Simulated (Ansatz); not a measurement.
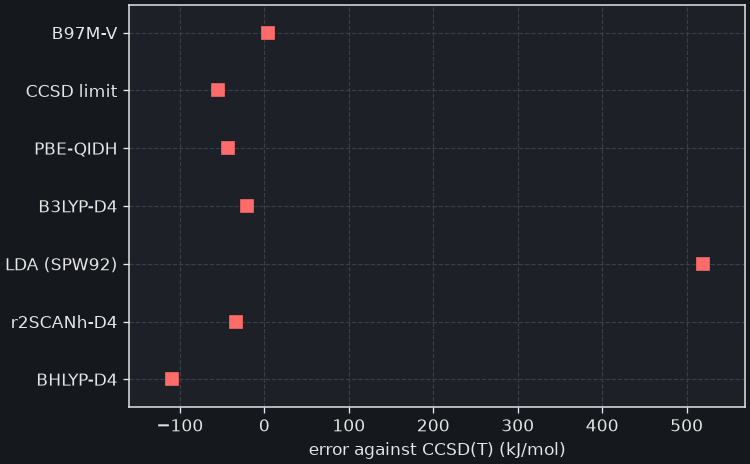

Error in the electronic atomisation energy (method less reference, so positive means overbinding) of CH₆FNSi₂, SMILES F[Si@H]1C[SiH2]N1: functionals in def2-TZVPP against frozen-core CCSD(T) at the limit (MP2 extrapolated from triple and quadruple zeta, plus CCSD(T) less MP2 in a smaller set), which gives 4113.5 kJ/mol, at a PBE0-D4/def2-TZVP geometry (a minimum by its frequencies), no zero-point or spin-orbit term, the Ansatz code 0.2.0. The reference leaves out core correlation, a term that grows with the number of heavy atoms. PBE-QIDH holds a correlation term that converges slowly with the basis, so part of the distance to the limit is basis error. No dispersion term is added to PBE-QIDH. Limit means the basis limit.

> Which of these levels overbind, and which underbind?

Overbind: LDA (SPW92). Underbind: CCSD limit, PBE-QIDH, r2SCANh-D4 and BHLYP-D4. Within 25 kJ/mol of zero, too close to call in view of what the reference leaves out: B97M-V and B3LYP-D4.

> What range do the values span?

From −109.5 kJ/mol (BHLYP-D4) to 519.2 kJ/mol (LDA (SPW92)).
